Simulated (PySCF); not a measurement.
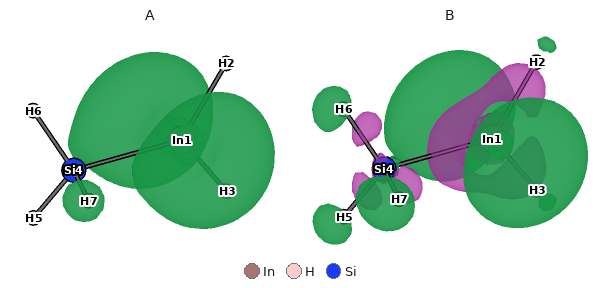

Figure 1: InH2(SiH3) (H$_{5}$InSi). The Fukui function f⁺ from two separate SCF calculations and the density of the LUMO, at ±0.015 e/Å³ (green positive, purple negative).

PySCF calculation, PBE0/def2-SVPD, gas phase; geometry: GFN2-xTB. Core potentials replace the inner electrons of In; spin–orbit coupling isn't included. No frequency check shows the geometry to be a minimum. GFN2-xTB bond lengths at metals and heavier atoms can be off by up to 0.1 Å and shapes distorted, which carries into these values.

Cartesian coordinates (Å):

```
In1     -0.6395    0.0001    0.0001
H2      -1.7055   -1.4221   -0.0045
H3      -1.7101    1.4170    0.0071
Si4      1.9509    0.0001    0.0003
H5       2.4699    1.2003   -0.6866
H6       2.4738   -1.1862   -0.6964
H7       2.4948   -0.0135    1.3707
```

**Which panel is which, and how good is the frozen-orbital picture?**

B is f⁺ (it has negative regions), A the LUMO density. The LUMO lies on In1 (76 %) and Si4 (12 %); f⁺ (Hirshfeld-condensed) is largest on In1 (0.62); the vertical electron affinity is 0.58 eV (the stability of the anion's solution wasn't checked; the anion's highest orbital has positive energy, so this value and f⁺ depend on the basis). Relaxation shifts 13 % of the electron between atoms. The orbital energy is −2.13 eV.
